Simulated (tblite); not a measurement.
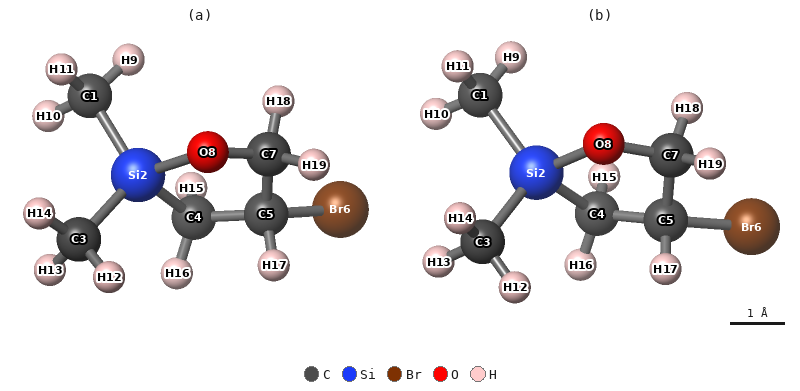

The structure of C5H11BrOSi before (left) and after (right) a relaxation, at one scale.

The picture is a ball-and-stick view, seen at a tilt.

All numbers below come from GFN2-xTB geometry optimisation, gas phase in tblite 0.8.0. 

Describe what moved and what it gained.

H14 moves most after the best rigid fit: 0.49 Å. Largest moves by element: H 0.49 Å, Br 0.48 Å, O 0.26 Å, C 0.19 Å, Si 0.07 Å. Among the contacts that change: Si2–O8 1.742 → 1.653 Å, C5–C7 1.469 → 1.526 Å, C1–Si2 1.842 → 1.897 Å, Si2–C3 1.847 → 1.898 Å. Among the angles between lasting bonds that change: Si2–O8–C7 105.3° → 114.1°, Si2–C4–H16 108.6° → 116.6°, C5–C7–H18 116.9° → 110.1°. Groups turn about Si2–C3 by about 25°. After 103 geometry steps the energy has fallen by 0.571 eV. Cost: 0.92 s on 1 thread of Arm Neoverse V1, with other jobs on the host.
